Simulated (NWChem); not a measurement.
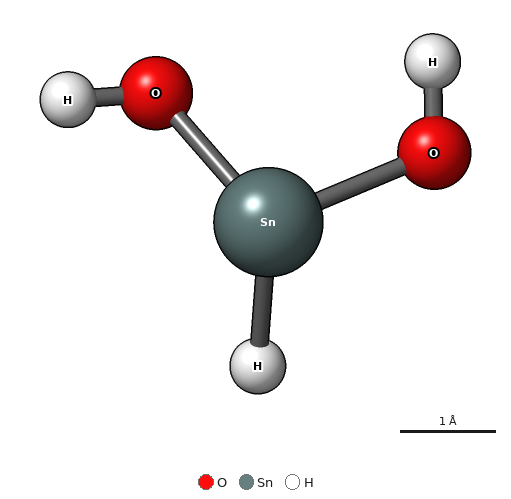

Fig. 1: The input geometry (ball-and-stick view, seen on its broad side). Sticks mark near contacts. Bond lengths as drawn: H–O 0.96 Å, H–Sn 1.75 Å and O–Sn 1.96 to 1.98 Å.

**Single-point calculation of SnH3O2**

- system: SnH3O2, multiplicity 4
- method: M06-2X/def2-SVPD, UKS, core potentials def2-SVPD (NWChem 7.3.0)

The geometry is that of the parent species in another charge or spin state. The geometry comes from this level: PBE0-D4/def2-TZVP.

The input:
```python
from ase import Atoms
from ase.calculators.nwchem import NWChem

mol = Atoms(['O', 'Sn', 'O', 'H', 'H', 'H'], positions=[
    [-1.248300, -0.684700, -0.233400],
    [0.417000, 0.302500, -0.639600],
    [1.413900, -0.038300, 1.016700],
    [-1.852000, -0.783400, -0.973600],
    [0.128600, 2.026100, -0.624300],
    [1.182700, -0.886000, 1.408100],
])

calc = NWChem(
    label='run',
    theory='dft',
    memory='2200 mb',
    basis='def2-SVPD',
    basispar='spherical bse',
    dft={'xc': 'm06-2x', 'mult': '4', 'grid': 'fine', 'convergence': 'energy 1e-08', 'iterations': '100', 'mulliken': None, 'print': 'low'},
    task='energy',
    **{'ecp bse': {'Sn library': 'def2-SVPD'}},
)
mol.calc = calc

print("Total energy (eV):", round(mol.get_potential_energy(), 6))
```

File run.nwi:
```
title "run"

permanent_dir run

scratch_dir run

start run

geometry units angstrom nocenter noautosym noautoz
  O  -1.2483000000000000e+00 -6.8469999999999998e-01 -2.3340000000000000e-01
  Sn 4.1699999999999998e-01 3.0249999999999999e-01 -6.3959999999999995e-01
  O  1.4138999999999999e+00 -3.8300000000000001e-02 1.0166999999999999e+00
  H  -1.8520000000000001e+00 -7.8339999999999999e-01 -9.7360000000000002e-01
  H  1.2859999999999999e-01 2.0261000000000000e+00 -6.2429999999999997e-01
  H  1.1827000000000001e+00 -8.8600000000000001e-01 1.4080999999999999e+00
end

memory 2200 mb

basis spherical bse noprint
   * library def2-SVPD
end

dft
  xc m06-2x
  mult 4
  grid fine
  convergence energy 1e-08
  iterations 100
  mulliken
  print low
end
ecp bse
  Sn library def2-SVPD
end

task dft energy
```

Launch command:
```bash
export ASE_NWCHEM_COMMAND="nwchem PREFIX.nwi > PREFIX.nwo"
python run.py
```

The program's output:
```
Total energy (eV): -9961.223726
```

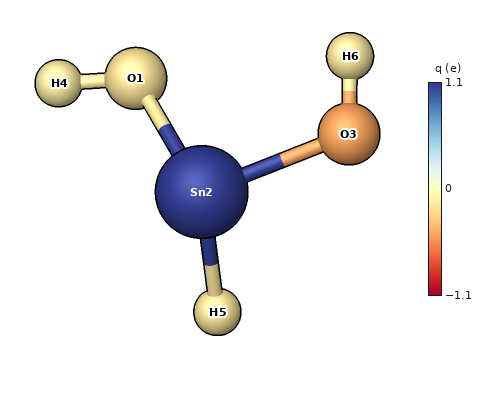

Fig. 2: Löwdin charges, as the colour of each atom (ball-and-stick view, seen at a tilt; atoms are numbered from 1 in the order of the input). By element: O −0.47 to −0.17, Sn +1.06 and H −0.15 to −0.12 e.

Key numbers:

| quantity | value |
| --- | --- |
| outcome | converged |
| total energy | −366.068223 hartree |
| ⟨S²⟩ | 3.763 |
| hardware | 1 thread of AMD EPYC (Zen 5), 32 GiB of memory available, shared host |
| wall time | 68 s |
| peak memory | 0.12 GiB |
